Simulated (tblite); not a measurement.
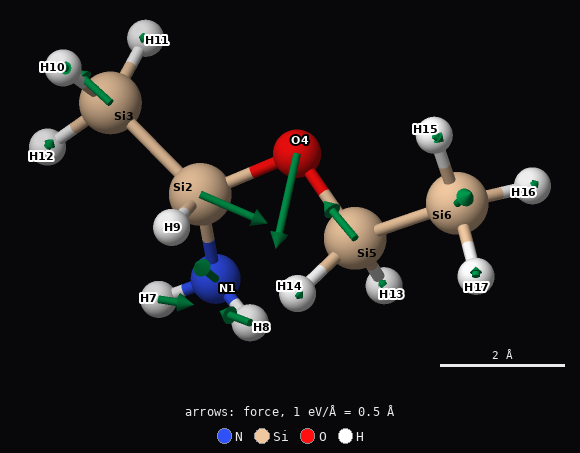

Starting geometry of Si4NH11O with the computed forces as green arrows. Style: ball-and-stick. Shown at a tilt.

Method: GFN2-xTB geometry optimisation, gas phase (tblite 0.8.0). 

**What follows when this structure is relaxed?**

It isn't relaxed: the largest force vector, on O4, is 3.18 eV/Å. The final displacements have little in common with the starting forces (cosine between the two patterns 0.17). Over 149 geometry steps the energy falls by 28.9 kcal/mol. The largest move after the best rigid fit is that of H11, 2.02 Å. By element the largest moves are H 2.02 Å, O 1.96 Å, Si 1.18 Å, N 1.01 Å. Near-neighbour distances that change, for instance: Si2–Si5 2.733 → 3.174 Å, O4–Si5 1.737 → 1.621 Å, Si2–Si3 2.190 → 2.295 Å, Si2–O4 1.731 → 1.628 Å. Among the angles between lasting bonds that change: Si2–O4–Si5 104.0° → 155.3°, Si2–N1–H8 106.7° → 118.7°, Si2–N1–H7 108.9° → 119.6°. Groups turn about Si2–O4 by about 155°, O4–Si5 by about 135°, Si5–Si6 by about 50°. The run took 2.3 s on 1 thread of Arm Neoverse N1 (shared host).
